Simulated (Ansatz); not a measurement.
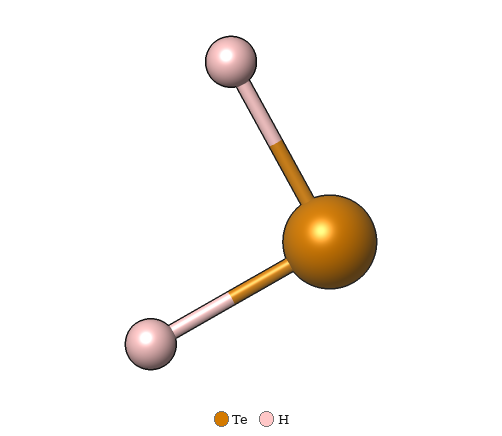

All atoms lie in one plane, which faces the viewer. The computed structure is the end point of a PBE0-D4/def2-TZVP optimisation. No frequency run is at hand to confirm it as a minimum.

### Which symmetry elements does this geometry have?

It has 1 C2 axis and 2 mirror planes, so the point group is C2v. The group has 4 operations. The geometry is achiral, and symmetry allows a dipole moment.
